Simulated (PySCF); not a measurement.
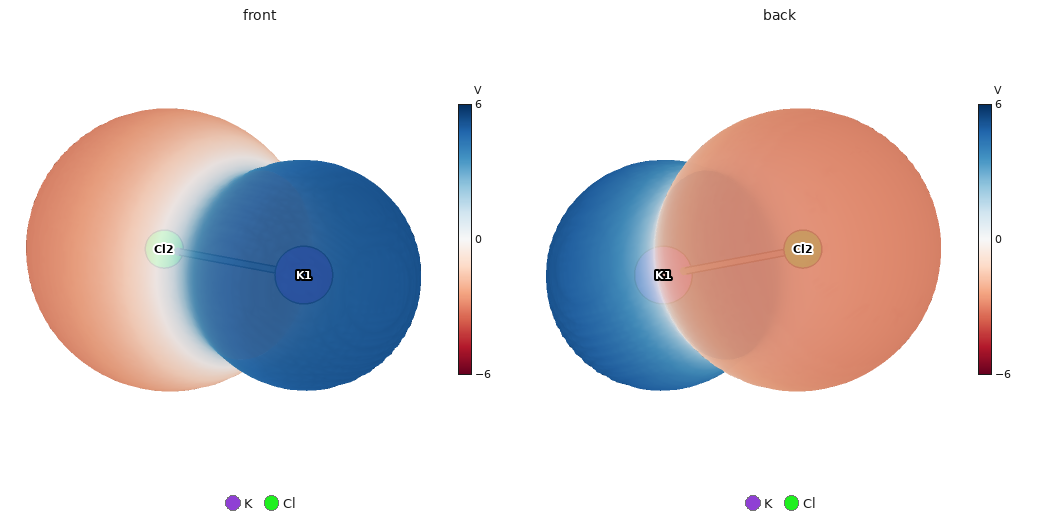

The picture shows: KCl. The electrostatic potential painted on the density surface at 0.004 e/bohr³, seen from the front and from behind; the colour scale runs from red (negative) to blue (positive).

Theory: PBE0/def2-SVPD, non-relativistic Hamiltonian with scalar-relativistic core potentials where named, at a bond length of 2.720 Å (PySCF).

```yaml
atoms:
  - { symbol: K, position_ang: [0.0000, 0.0000, -1.2865] }
  - { symbol: Cl, position_ang: [0.0000, 0.0000, 1.4335] }
```

### Where is the surface potential most negative and most positive?

The most negative region (about −2.9 V) lies over Cl2, the most positive (about +5.2 V) over K1.
